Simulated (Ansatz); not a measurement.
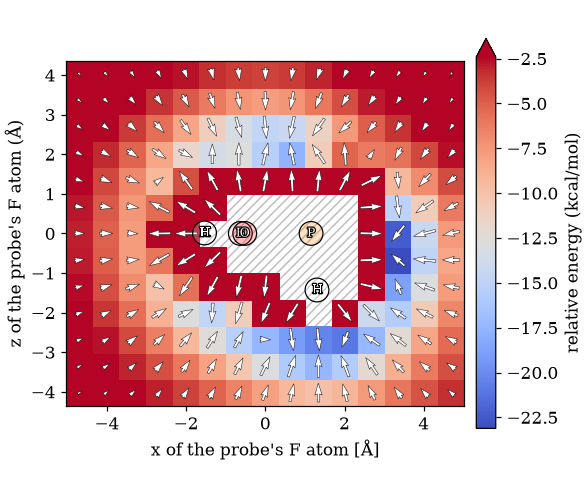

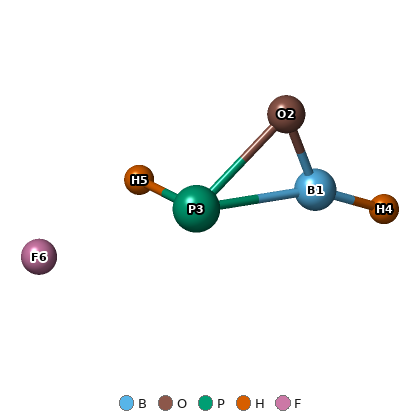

Energy landscape of BH₂OP (SMILES B1OP1) with the probe F-. The probe is moved over the plane through the molecule's long axis and the normal of its main plane. Coordinates scanned: (1) x of the probe's F atom; (2) z of the probe's F atom. Nothing is relaxed (molecule and probe rigid). The grid has 15 × 13 points. At 20 points there is no value (left out of the scan, as a rule where atoms come close). Energies are in kcal/mol, from molecule and probe far apart, each relaxed in its own basis (no counterpoise correction). Energies and slopes of some neighbouring points disagree (a jump in structure or state, or too coarse a mesh). These are results of RKS PBE0-D4/def2-SVPD in Ansatz, not measurements.

The picture shows one coloured cell a grid point, arrows along the force (downhill), their lengths compressed, labelled circles for the molecule's atoms, projected on the plane, one colour for all values above the top of the scale, hatched blanks where no value was computed. The second picture is the structure at the lowest point.

> Describe this landscape.

The lowest grid point is at x of the probe's F atom = 3.35 Å, z of the probe's F atom = −0.67 Å [nearest 1 H at 2.18 Å], −23.1 kcal/mol from molecule and probe far apart, each relaxed in its own basis (no counterpoise correction). The highest grid point, x of the probe's F atom = −1.34 Å, z of the probe's F atom = 0.67 Å [nearest 1 B at 1.16 Å], lies 349.6 kcal/mol above the lowest.

The whole map (175 points run) took 9.3 min on 1 thread of Arm Neoverse V2, with other jobs on the host.
